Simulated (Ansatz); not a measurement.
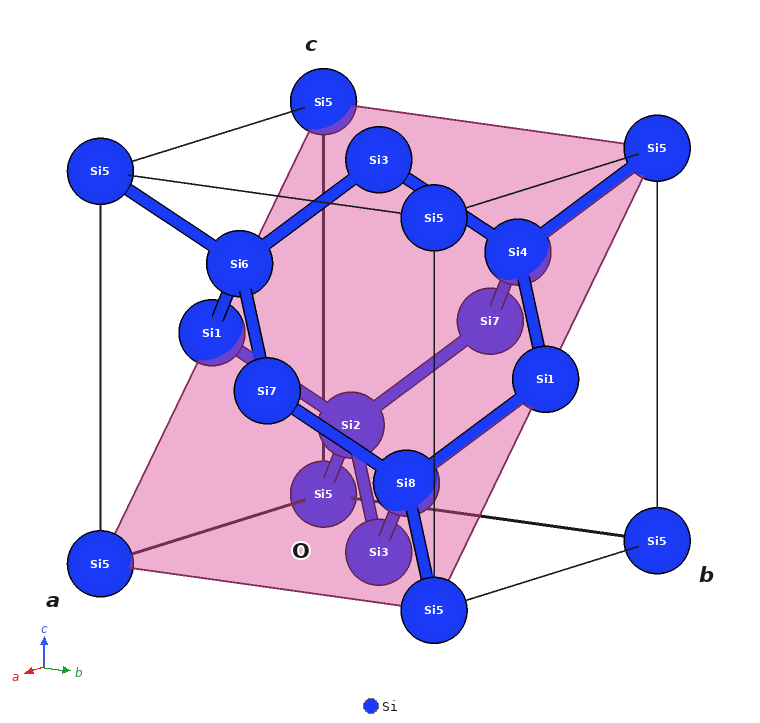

The shaded plane is a symmetry element of the crystal. Crystal: Si, coordinates from a relaxation with Ansatz 0.2.0, DFT, r2SCAN, plane waves (500 eV) with PAW, scalar-relativistic. Symmetry computed with spglib at a tolerance of 0.002 Å; standard conventional cell.

a = 5.445 Å, b = 5.445 Å, c = 5.445 Å, α = 90.00°, β = 90.00°, γ = 90.00°.

```csv
atom,x,y,z
Si1,0.5000,0.0000,0.5000
Si2,0.2500,0.2500,0.2500
Si3,0.5000,0.5000,0.0000
Si4,0.2500,0.7500,0.7500
Si5,0.0000,0.0000,0.0000
Si6,0.7500,0.2500,0.7500
Si7,0.0000,0.5000,0.5000
Si8,0.7500,0.7500,0.2500
```

**Is it a mirror or a glide plane, and what is the operation?**

It is a mirror plane, parallel to (1 0 1), through (1/2, 1/2, 1/2): x, y, z → −z+1, y, −x+1.

**Onto which atom does it carry each atom (up to whole multiples of a, b and c)?**

Si1 → Si1, Si2 → Si6, Si3 → Si7, Si4 → Si4, Si5 → Si5, Si6 → Si2, Si7 → Si3, Si8 → Si8.
